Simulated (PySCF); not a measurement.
# Br2Ti (TiBr2): the cost of one run

Computed with PySCF 2.14.0 and routines of our own; the level stands in each step. Atoms count from 0.

## Step 1: The starting structure

3 atoms, charge 0, states of the metal's open shell are computed; geometry from: model start, shaken.

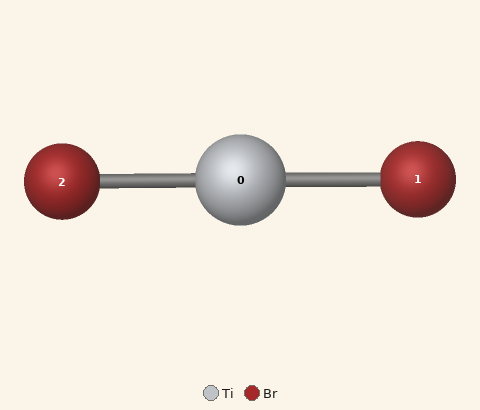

The starting geometry (titanium light grey, bromine red); sticks join atoms by distance alone.

## Step 2: Relaxing the molecule at PBE0-D3(BJ)/def2-TZVP

Job settings and geometry (Å):

```
{"job": {"xc": "PBE0", "basis": "def2-TZVP", "d3": "d3bj", "grid": 1, "maxiter": 45, "kind": "geom"}, "charge": 0, "metal": "Ti", "open_shell": "d2"}
Ti     0.000020     0.004480    -0.004110
Br    -0.013360    -0.006820     2.465130
Br     0.000900     0.020100    -2.487380
```

Started as:

```sh
OMP_NUM_THREADS=1 python lf_run.py task.json out
```

This one command runs all jobs of the session in turn.

**Question.** How long does this first job take on 1 thread of Intel Xeon Platinum 8259CL at 2.50GHz, shared host, and how much memory does it need?

About 62 s, with a peak of 0.62 GiB.
